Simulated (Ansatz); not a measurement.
**C2H6InS radical: reading failed and doubtful runs**

3 inputs were typed for C2H6InS radical. Each is run as it stands; the log then has to tell whether the result can be used.

Method: the settings change from run to run; program: Ansatz 0.2.0, Gaussian basis.

## 1. The geometry

The structure was relaxed beforehand with PBE0-D4 in a triple-zeta def2 set. In takes a core potential in def2 sets; no spin-orbit term is included.

10 atoms, charge 0, spin multiplicity 2.

Atoms are counted from 1 here; the program's logs count them from 0.

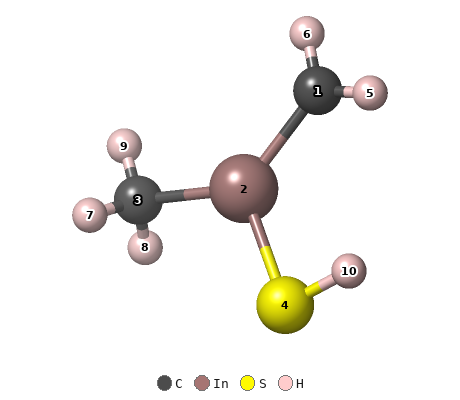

The structure; carbon dark grey, indium brown, sulfur yellow, hydrogen pink; atoms are numbered from 1 in the order of the file.

Geometry (Å):

```
C    -1.4583    1.2923    0.7336
In   -0.0138    0.0845   -0.2212
C     1.2265   -1.4713    0.5662
S     0.2731    0.5421   -2.5637
H    -2.0229    2.0556    0.2047
H    -1.7047    1.2107    1.7891
H     2.2748   -1.1906    0.4540
H     1.0580   -2.3906    0.0038
H     1.0153   -1.6513    1.6200
H    -0.6481    1.5188   -2.5865
```

## 2. Input 1

Input file in.yaml:

```yaml
crystal:
  periodic: [false, false, false]
  atoms:
    - {symbol: C, position_ang: [-1.458262, 1.292306, 0.733578]}
    - {symbol: In, position_ang: [-0.013790, 0.084485, -0.221173]}
    - {symbol: C, position_ang: [1.226527, -1.471330, 0.566229]}
    - {symbol: S, position_ang: [0.273135, 0.542079, -2.563684]}
    - {symbol: H, position_ang: [-2.022902, 2.055569, 0.204652]}
    - {symbol: H, position_ang: [-1.704668, 1.210657, 1.789077]}
    - {symbol: H, position_ang: [2.274784, -1.190606, 0.454020]}
    - {symbol: H, position_ang: [1.057985, -2.390634, 0.003819]}
    - {symbol: H, position_ang: [1.015332, -1.651263, 1.620012]}
    - {symbol: H, position_ang: [-0.648131, 1.518757, -2.586529]}
basis:
  gaussian: {orbitals: def2-TZVPD, fitting: {mean_field: cc-pVTZ-jkfit}}
magnetization: {spin_polarized: true, initial_magnetization: 1}
hamiltonian: {xc: {name: r2SCAN0}, dispersion: d4, pseudopotentials: {relativity: scalar}}
scf: {lower_state_search: light}
kpoints: {mp_grid: {grid: [2, 2, 2]}}
```

Command:

```sh
$ ansatz run in.yaml --threads 4 --pin off --events-out ev --progress --plain --max-ram 10444MiB
```

Output:

```text
Error: invalid value for `basis.gaussian`: such a run doesn't read kpoints; remove what it names
```

Wall time 0.05 s (4 threads of Arm Neoverse V2, shared host).

Diagnosis: The program refused the input. The input holds a key that doesn't belong there. Fix: remove the key, or spell it as the input reference has it.

## 3. Input 2

Input file in.yaml:

```yaml
crystal:
  periodic: [false, false, false]
  atoms:
    - {symbol: C, position_ang: [-0.814378, 0.756811, 0.432882]}
    - {symbol: In, position_ang: [-0.088453, -0.016531, -0.110858]}
    - {symbol: C, position_ang: [0.705324, -0.731779, 0.456587]}
    - {symbol: S, position_ang: [0.253310, 0.387336, -1.418986]}
    - {symbol: H, position_ang: [-1.527455, 1.421898, 0.138055]}
    - {symbol: H, position_ang: [-1.354677, 0.748188, 1.327161]}
    - {symbol: H, position_ang: [1.653751, -0.796201, 0.213417]}
    - {symbol: H, position_ang: [0.532340, -1.490724, -0.031690]}
    - {symbol: H, position_ang: [0.470432, -1.034559, 0.928139]}
    - {symbol: H, position_ang: [-0.357773, 0.844340, -1.981984]}
basis:
  gaussian: {orbitals: def2-SVP}
total_charge: 1
hamiltonian: {xc: {name: LC-wPBE}}
accuracy: high
output: {forces: true}
```

The command is unchanged.

Output, cut to the lines that bear on the results:

```text
Functional definition: LC-wPBE
  name "LC-wPBE"
  cite "Vydrov & Scuseria, J. Chem. Phys. 125, 234109 (2006) doi:10.1063/1.2409292"
  cite "Heyd & Scuseria, J. Chem. Phys. 120, 7274 (2004) doi:10.1063/1.1668634"
  cite "Ernzerhof & Perdew, J. Chem. Phys. 109, 3313 (1998) doi:10.1063/1.476928"
  cite "Perdew, Burke & Ernzerhof, Phys. Rev. Lett. 77, 3865 (1996) doi:10.1103/PhysRevLett.77.3865"
  parent pbe
[...]
2402 factors; integrals over basis functions are off by at most 4.1e-9 eV
515 factors; integrals over basis functions are off by at most 2.3e-9 eV
[...]
mean field -18053.63496460 eV, -663.4588477556 hartree, gradient 7.8e-8 eV, S^2 0.000000; 0 other end points of the search recorded, 0 dependent functions left out
[...]
reference -18053.63496460 eV, -663.4588477556 hartree; 27, 27 occupied and 75, 75 virtual orbitals, 2402 factors
Total energy: -18053.63496460 eV, -663.4588477556 hartree
Atom 0 at    -0.814378     0.756811     0.432882 Å, force   -71.720976    75.055748    54.847909 eV/Å
Atom 1 at    -0.088453    -0.016531    -0.110858 Å, force   -35.050574   -32.725967    -8.913239 eV/Å
Atom 2 at     0.705324    -0.731779     0.456587 Å, force   102.764700   -28.449278     0.457670 eV/Å
Atom 3 at     0.253310     0.387336    -1.418986 Å, force    44.796211    20.664974   -88.900931 eV/Å
Atom 4 at    -1.527455     1.421898     0.138055 Å, force    -1.191204     2.848369    -3.182979 eV/Å
Atom 5 at    -1.354677     0.748188     1.327161 Å, force     1.022947    -1.211462     3.573351 eV/Å
Atom 6 at     1.653751    -0.796201     0.213417 Å, force     5.878904     0.581588     1.561028 eV/Å
Atom 7 at     0.532340    -1.490724    -0.031690 Å, force    -0.816939    -9.999424    -5.046939 eV/Å
Atom 8 at     0.470432    -1.034559     0.928139 Å, force   -25.774425   -42.899900    68.437142 eV/Å
Atom 9 at    -0.357773     0.844340    -1.981984 Å, force   -19.908644    16.135353   -22.833011 eV/Å
Dipole moment:     0.069938    -0.391097    -0.070649 e Å
```

It took 4.3 s on 4 threads of Arm Neoverse V2, shared host.

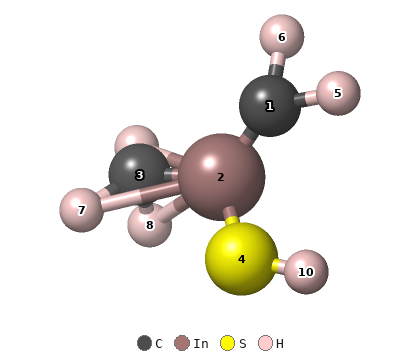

The geometry of this input.

**Diagnosis.** The run converged, but a converged run isn't a right one. The geometry is squeezed well below its size. The shortest distance is 0.61 Å (C3–H9), against 1.09 Å in the relaxed molecule. It also asks for charge 1 and multiplicity 1, another species or state than the molecule above. Its coordinates are also moved off the relaxed structure. Its energy is no property of the relaxed molecule. Fix: use the relaxed coordinates, and set charge and spin to those of the species named.

## 4. Input 3

Input file in.yaml:

```yaml
crystal:
  periodic: [false, false, false]
  atoms:
    - {symbol: C, position_ang: [-1.458262, 1.292306, 0.733578]}
    - {symbol: In, position_ang: [-0.013790, 0.084485, -0.221173]}
    - {symbol: C, position_ang: [1.226527, -1.471330, 0.566229]}
    - {symbol: S, position_ang: [0.273135, 0.542079, -2.563684]}
    - {symbol: H, position_ang: [-2.022902, 2.055569, 0.204652]}
    - {symbol: H, position_ang: [-1.704668, 1.210657, 1.789077]}
    - {symbol: H, position_ang: [2.274784, -1.190606, 0.454020]}
    - {symbol: H, position_ang: [1.057985, -2.390634, 0.003819]}
    - {symbol: H, position_ang: [1.015332, -1.651263, 1.620012]}
    - {symbol: H, position_ang: [-0.648131, 1.518757, -2.586529]}
basis:
  gaussian: {orbitals: def2-TZVPD}
magnetization: {spin_polarized: true, initial_magnetization: 9}
hamiltonian: {xc: {name: HF}}
correlation: {method: rpa}
```

Launched as before.

Output, cut to the lines that bear on the results:

```text
Functional definition: HF
  name "HF"
  cite "Fock, Z. Phys. 61, 126 (1930) doi:10.1007/BF01340294"
  parent pbe
[...]
1703 factors; integrals over basis functions are off by at most 1.2e-3 eV
[...]
mean field -18101.43160768 eV, -665.2153419911 hartree, gradient 7.0e-6 eV, S^2 24.784249; 10 other end points of the search recorded, 0 dependent functions left out
11 core orbitals not correlated: weight in the atoms' cores, before any rotation towards them, 1.000 or more for the frozen orbitals, at most 0.000 for the correlated occupied ones
reference -18101.43160768 eV, -665.2153419911 hartree; 21, 12 occupied and 198, 207 virtual orbitals, 1703 factors
Total energy: -18123.54509872 eV, -666.0279977977 hartree
```

Run time: 21 s. Hardware: 4 threads of Arm Neoverse V2, shared host; peak memory 0.99 GiB.

Diagnosis: The run converged, but a converged run isn't a right one. The spin is set far too high for this molecule. It asks for 9 unpaired electrons; the ground state has 1. Its energy belongs to an excited spin state, not the ground state. Fix: set initial_magnetization back to that of the ground state.

## 5. Summary

```csv
input,level,ended,cause,time
1,r2SCAN0/def2-TZVPD,refused,the input holds a key that doesn't belong there,0.05 s
2,LC-wPBE/def2-SVP,converged,the geometry is squeezed well below its size,4.3 s
3,RPA/def2-TZVPD,converged,the spin is set far too high for this molecule,21 s
```

In words: 1 refused, 2 converged. A refusal costs next to no computing time. The dangerous case is the input that converges on a wrong geometry, charge, spin, basis or grid: often only a look at the input shows it.
